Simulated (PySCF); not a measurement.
**ClH, SMILES `Cl`: what the electrons do**

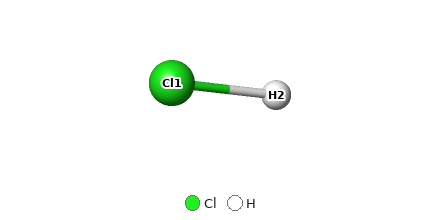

The molecule, with its atoms numbered as below. No frequency check shows the geometry to be a minimum.

Coordinates in Å:

```
Cl1      0.0709    0.0000    0.0000
H2      -1.2061    0.0000    0.0000
```

## 1. Bonding charge

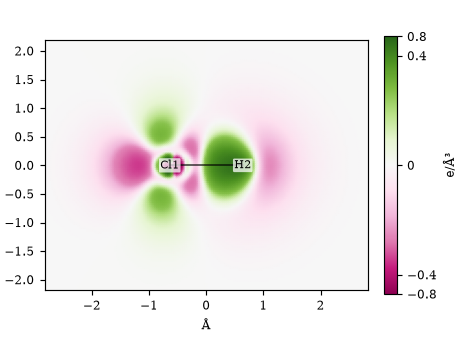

Deformation density (molecule less spherical, spin-averaged free atoms) in a plane that holds the bond; colour scale in e/Å³, logarithmic beyond ±0.1; green: gain, pink: loss.

Level of theory: PBE0/def2-TZVP (PySCF), at a geometry from GFN2-xTB.

**How much density has each bond in this plane gained at its critical point, relative to the free atoms?**

Cl1–H2: +0.51 e/Å³ at the bond critical point (bond length 1.28 Å, Mayer order 0.9). In all, 0.4 electrons gather in the regions of gain relative to the promolecule.

**Where do the Hirshfeld charges lie?**

The highest Hirshfeld charge is on H2 (+0.12 e), the lowest on Cl1 (−0.12 e).

```json
{"atom": "Cl1", "charge (e)": "−0.12"}
{"atom": "H2", "charge (e)": "+0.12"}
```

## 2. Bond critical points

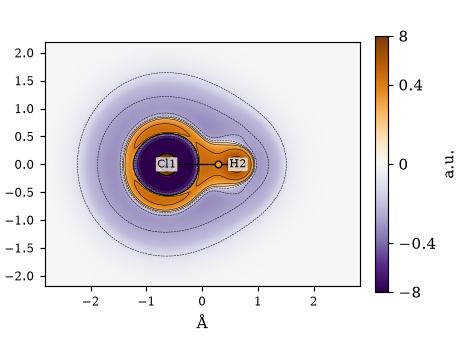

Negative Laplacian of the density (−∇²ρ) in a plane that holds the bond (orange positive, purple negative, colour scale in a.u., logarithmic beyond ±0.04), with bond paths and bond critical points (dots).

**Sort the bonds in the plane by the sign of ∇²ρ at their critical points.**

Concentrated (∇²ρ < 0): Cl1–H2 (−0.71 a.u.). At none is it depleted.

**Where along Cl1–H2 does the critical point lie?**

0.92 Å from Cl1 and 0.36 Å from H2.

## 3. Local ionisation energy

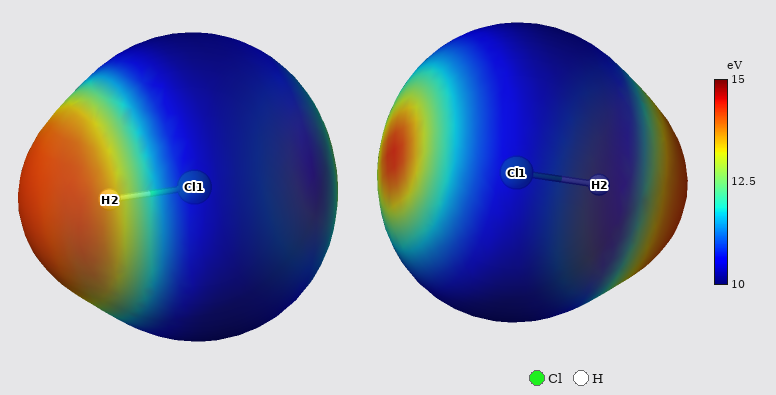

Average local ionisation energy on the surface of electron density 0.001 a.u. (back view left, front view right).

**Locate the minima of the map.**

The lowest value is 10.1 eV, 2.1 Å from Cl1, and at like points elsewhere. For comparison, the highest occupied orbital lies at −9.4 eV.

**What volume does the surface enclose, and what is the dipole moment?**

About 40 Å³; the dipole moment is 1.3 D.

## 4. In an electric field

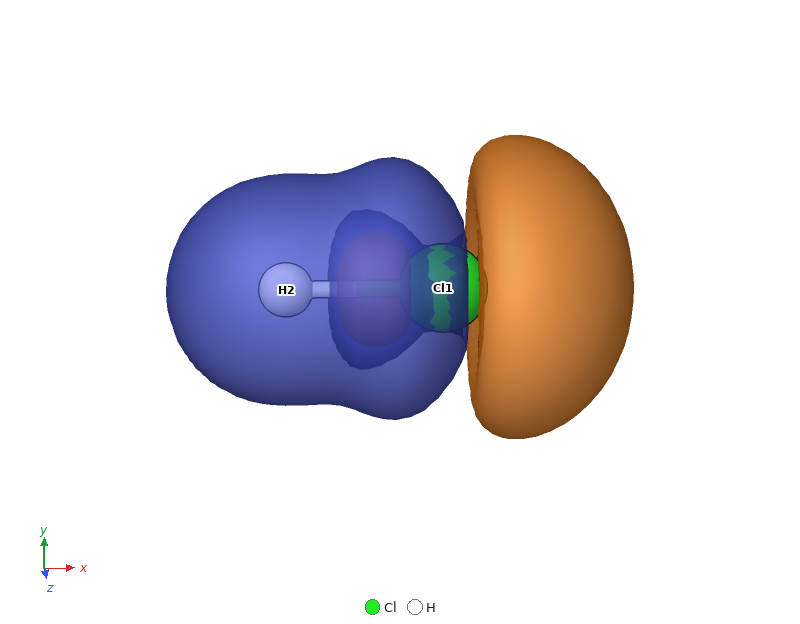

Change of the electron density in a uniform field of 0.21 V/Å, surfaces at ±0.001 e/Å³ (orange: gain, blue: loss).

Computed with PySCF, PBE0/def2-TZVP, geometry: GFN2-xTB. A basis without diffuse functions makes polarisabilities too small.

The field was applied in both directions; the picture shows the one opposite to the script's first.

**Along which Cartesian direction does the field point?**

Along −x: electrons gather on the +x side, against the field.

**What dipole is induced, and what polarisability does it imply?**

The induced dipole is 0.15 D (along the field); α along this axis, from the fields in both directions, is 15 bohr³ (2.2 Å³).

The PySCF runs shown took 2 s and 2.6 s on 1 thread of AMD EPYC 7R43 64-Core Processor (Zen 3), with other jobs on the host.
